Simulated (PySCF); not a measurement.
## Electronic structure of C2H6O3Si3 (SMILES C#C[SiH]1O[SiH2]O[SiH2]O1) in real space

```xyz
14

O    -1.2654    0.0526   -0.7791
Si   -1.8243   -0.9794    0.4011
O    -0.4955   -1.7170    1.0759
Si    1.1342   -1.6092    0.7654
O     1.3298   -0.5014   -0.4626
Si    0.2648    0.5368   -1.1959
C     0.5478    2.2342   -0.5780
C     0.7336    3.3766   -0.2034
H    -2.5440   -0.2088    1.4471
H    -2.7016   -2.0002   -0.2263
H     1.6481   -2.9264    0.3112
H     1.8383   -1.1384    1.9854
H     0.4321    0.4814   -2.6634
H     0.8953    4.3845    0.1371
```

Geometry: PBE0-D3(BJ)/def2-SVP.

Theory: PBE0/pcSseg-1, SCF density, gas phase, non-relativistic in PySCF.

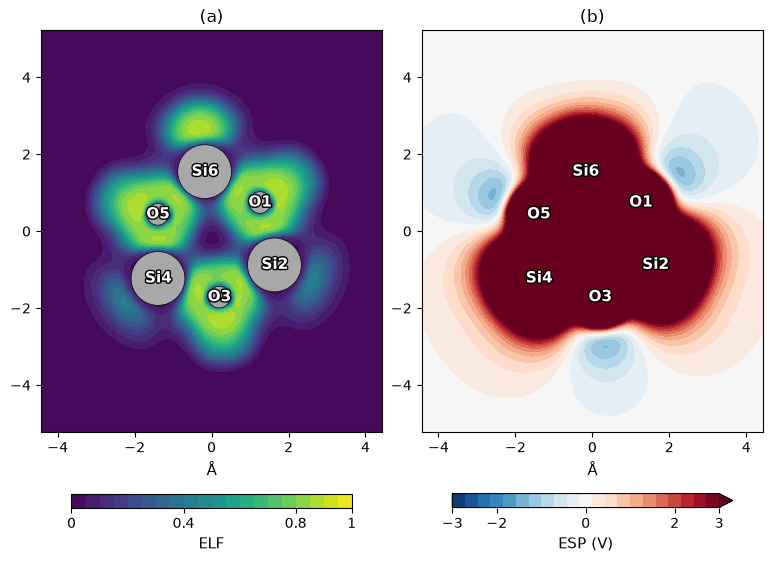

Figure 1. (a) electron localisation function; (b) molecular electrostatic potential on the plane of atoms O3, Si4 and O5. Grey discs cover the atomic cores in the ELF map.

> Describe what can be read from this map.

The section cuts through O and Si sites.
Si–O (1.66 Å): the ELF peaks at about 0.85 between the atoms, as expected for a polar covalent bond.
The ELF also peaks beside O3, O5 and O1, away from the bonds: lone-pair regions.
Outside the dense part of the molecule the potential is most negative (−1.3 V) near O1 and O5.

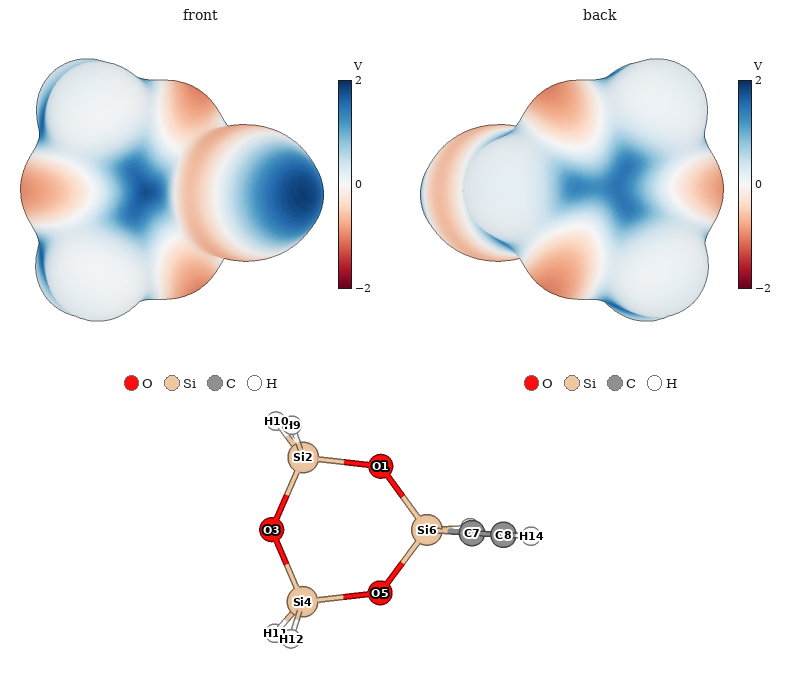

Figure 2. The molecular electrostatic potential painted on the density surface at 0.002 e/bohr³, seen from the front and from behind; the colour scale runs from red (negative) to blue (positive). The bare structure is drawn below in the same view.

> Describe the electrostatic potential map.

The most negative region (about −1.0 V) lies over O1 and O5, the most positive (about +1.8 V) over H14.
